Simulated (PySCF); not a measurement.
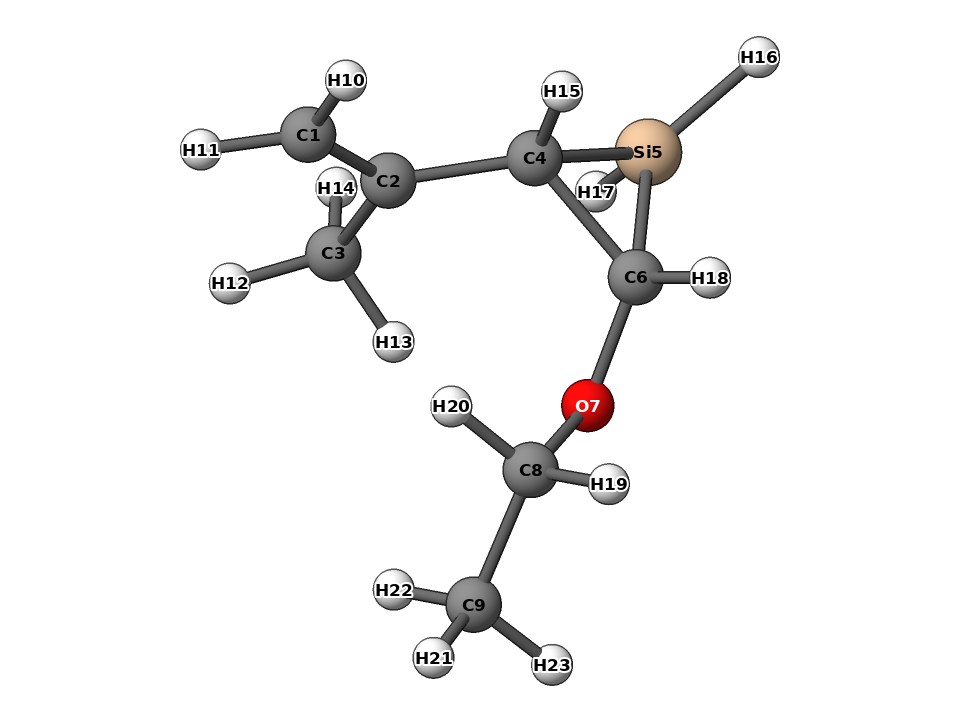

The questions are on isotropic NMR shieldings of the C atoms. The geometry was computed by an optimisation with GFN2-xTB. No frequency run is at hand to confirm it as a minimum. Method: GIAO PBE0/pcSseg-1 NMR shielding, non-relativistic, gas phase (PySCF 2.14.0).

Give the isotropic NMR shieldings of the C atoms atom by atom.

```csv
atom,σ (ppm)
C1,69.5
C2,33.6
C3,161.0
C4,157.0
C6,123.4
C8,115.1
C9,169.0
```

The geometry is semi-empirical. Around Si such bond lengths and angles can be off by a tenth of an ångström or more and by several degrees, and values that hang on the shape move with them.
